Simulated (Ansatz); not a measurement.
CH$_{5}$OSi (doublet)

Input file:

```
crystal:
  periodic: [false, false, false]
  atoms:
    - { symbol: O, position_ang: [-0.74209, 1.00074, -1.03698] }
    - { symbol: C, position_ang: [-0.29245, 0.57025, 0.24116] }
    - { symbol: Si, position_ang: [0.55947, -1.13754, 0.14677] }
    - { symbol: H, position_ang: [-1.42, 0.39111, -1.34572] }
    - { symbol: H, position_ang: [-1.11702, 0.59787, 0.96514] }
    - { symbol: H, position_ang: [-0.17336, 1.80611, -1.12659] }
    - { symbol: H, position_ang: [1.08688, -1.55153, 1.44048] }
    - { symbol: H, position_ang: [1.49666, -1.202, -0.96462] }
magnetization:
  spin_polarized: true
  initial_magnetization: 1
basis:
  gaussian: { orbitals: "6-31G*" }
hamiltonian:
  xc: { name: BHLYP }
  dispersion: d4
relax:
  f_tol: 0.02
  max_steps: 50
output:
  orbitals: {}
```

Run with:

```sh
ansatz run input.yaml --threads 1 --pin off --max-ram 2048MiB --backend cpu --events-out ev --progress --plain --runs-dir out
```

The fields are those of the relaxed geometry.

The calculation used UKS BHLYP-D4/6-31G* in Ansatz.

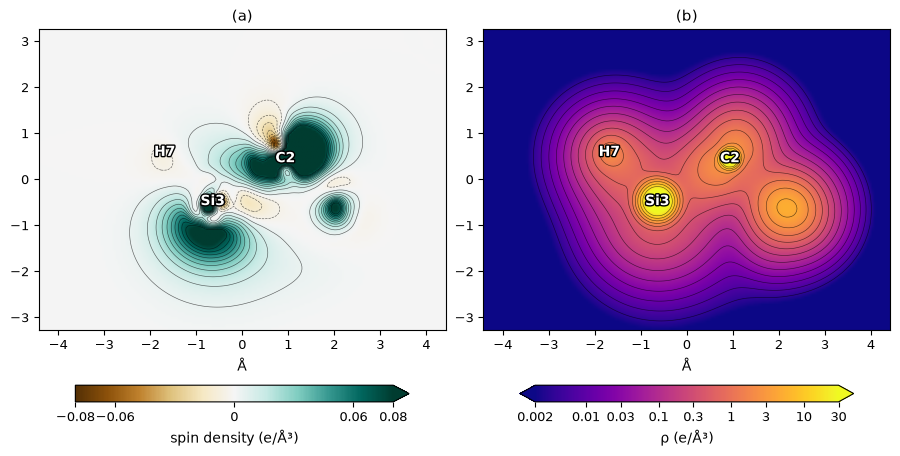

Figure 1. (a) spin density; (b) total electron density on the plane of atoms C2, Si3 and H7.

Question: Read the bonding off the picture.

Answer:
- Atoms in the plane: C, Si and H.
- C–Si (1.83 Å): ρ is about 0.99 e/Å³ halfway.
- Si–H (1.49 Å): ρ is about 0.77 e/Å³ halfway.
- The unpaired spin (1 electron) lies mostly on Si3 (about 0.5) and C2 (about 0.4), in electrons by Hirshfeld's partition.

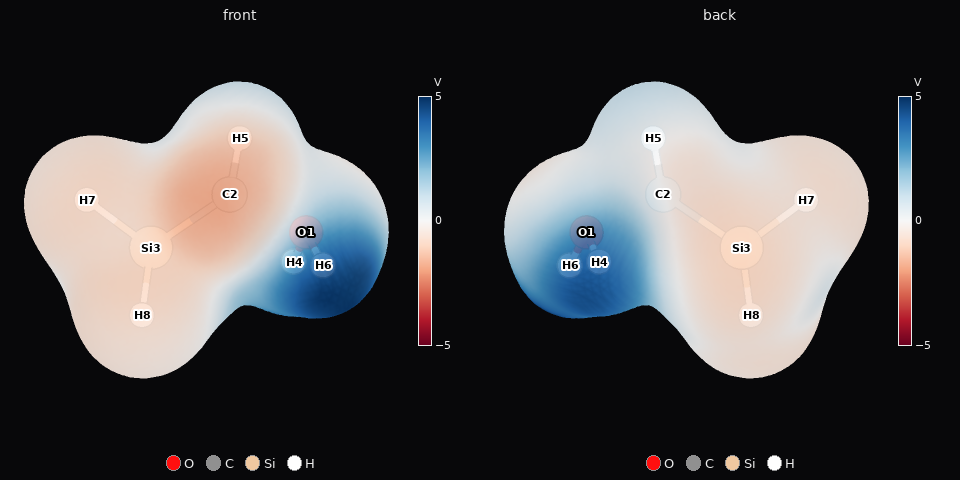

Figure 2. The electrostatic potential painted on the density surface at 0.004 e/bohr³, seen from the front and from behind; the colour scale runs from red (negative) to blue (positive).

Question: Which sites attract a positive test charge, and which a negative one?

Answer: A positive charge is drawn to the negative regions and a negative charge to the positive ones. The most negative region (about −1.9 V, or −44 kcal/mol for a unit charge) lies over C2, the most positive (about +4.9 V, or +113 kcal/mol for a unit charge) over H6.

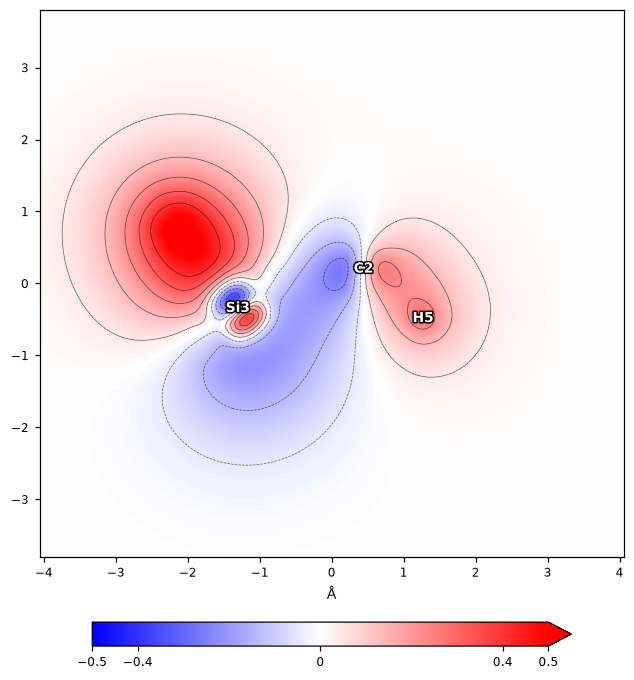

Figure 3. The HOMO−1 (β) on the plane of atoms Si3, C2 and H5 (values in Å⁻³ᐟ²; the overall sign is arbitrary).

Question: What is the character of this orbital?

Answer: Its weight (Hirshfeld) is mainly on Si3 (about 40 %), H8 (about 35 %), H7 (about 15 %) and C2 (about 5 %). Its energy is −9.91 eV.

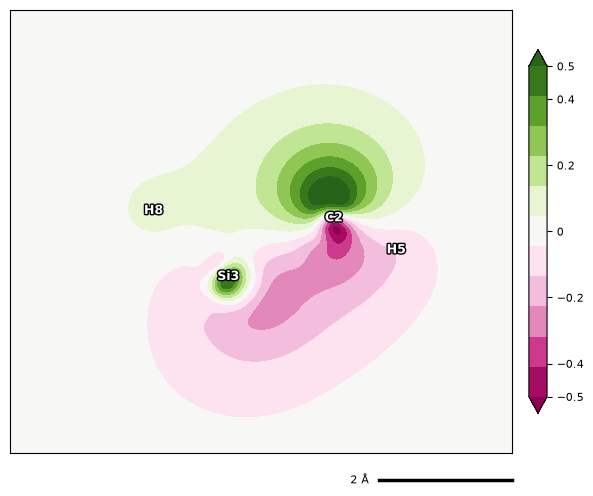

Figure 4. The HOMO (β) on the plane of atoms C2, Si3 and H8 (values in Å⁻³ᐟ²; the overall sign is arbitrary).

Question: Where does this orbital lie, and at what energy?

Answer: By Hirshfeld shares it lies mainly on C2 (about 45 %) and Si3 (about 40 %). Its energy is −6.40 eV.
